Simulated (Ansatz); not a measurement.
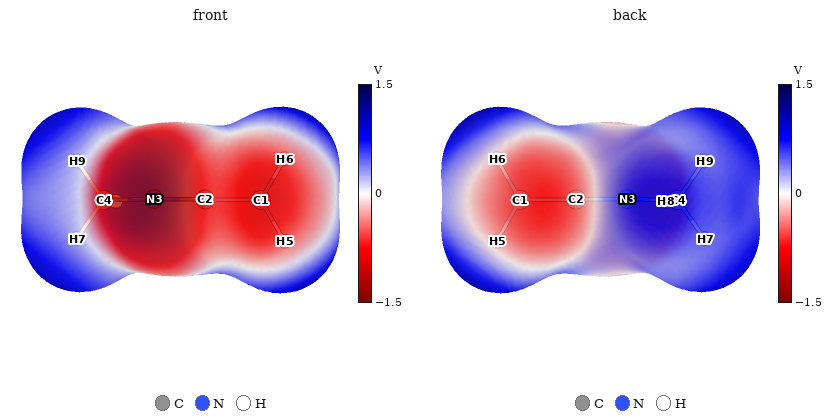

C$_{3}$H$_{5}$N (SMILES C=C=NC). The molecular electrostatic potential painted on the density surface at 0.002 e/bohr³, seen from the front and from behind; the colour scale runs from red (negative) to blue (positive).

Geometry: PBE0-D4/def2-TZVP.

Theory: Ansatz 0.2.0, RKS PBE0-D4/def2-TZVPP.

The calculation's input:

```
crystal:
  periodic: [false, false, false]
  atoms:
    - {symbol: C, position_ang: [-0.050636, 1.682804, -1.036961]}
    - {symbol: C, position_ang: [0.303333, 0.717512, -0.228180]}
    - {symbol: N, position_ang: [0.697480, -0.132496, 0.538729]}
    - {symbol: C, position_ang: [0.003337, -1.375151, 0.800394]}
    - {symbol: H, position_ang: [0.275470, 1.678036, -2.068189]}
    - {symbol: H, position_ang: [-0.666640, 2.496757, -0.679545]}
    - {symbol: H, position_ang: [0.670663, -2.205493, 0.562636]}
    - {symbol: H, position_ang: [-0.922980, -1.476361, 0.227031]}
    - {symbol: H, position_ang: [-0.221524, -1.432009, 1.866984]}
basis:
  gaussian: {orbitals: def2-TZVPP}
hamiltonian: {xc: pbe0, dispersion: d4}
output: {orbitals: {seedname: orbitals}}
```

Launched as:

```sh
ansatz run in.yaml --threads 2 --pin off --events-out ev --progress --plain --max-ram 4352MiB
```

Q: Which sites attract a positive test charge, and which a negative one?

A: A positive charge is drawn to the negative regions and a negative charge to the positive ones. The most negative region (about −1.4 V, or −32 kcal/mol for a unit charge) lies over N3, the most positive (about +1.0 V, or +23 kcal/mol for a unit charge) over H5 and H6. N3 is the likeliest acceptor of a hydrogen bond.
